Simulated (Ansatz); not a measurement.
System: rock-salt ZrC. Method: B3LYP (VWN-RPA form) (Ansatz, an electronic-structure program, plane waves, PAW).

Run with plane-wave cutoff 460 eV, 10×10×10 k mesh, Fermi–Dirac smearing 0.05 eV, scalar-relativistic PAW data made under PBE.

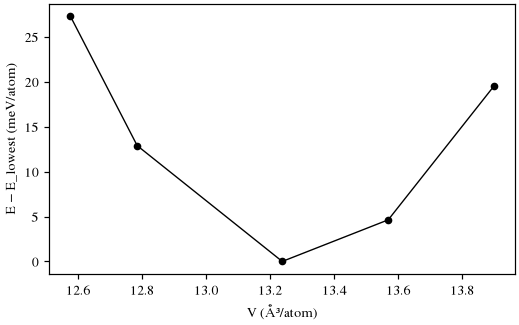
*Total energy against volume*

Task: From the curve, estimate the equilibrium volume and the bulk modulus.

Result: V0 ≈ 13.3 Å³/atom and B0 ≈ 220 GPa; the fit gives V0 = 13.266 Å³/atom, B0 = 224 GPa, B′ = 4.0.

Measured, for comparison: bulk modulus 223 GPa (temperature not stated, not corrected to a static lattice, from single-crystal elastic constants, our sources range from 208 to 223; as tabulated in arXiv:1102.4063); equilibrium volume per atom 12.95 Å³/atom (temperature not stated, not corrected to a static lattice; as tabulated in Zhang et al. (2018), doi:10.1088/1367-2630/aac7f0). Computed (rounded) less measured: bulk modulus +0.4 % (+0.4 % to +8 % over the range), equilibrium volume per atom +2.5 %.
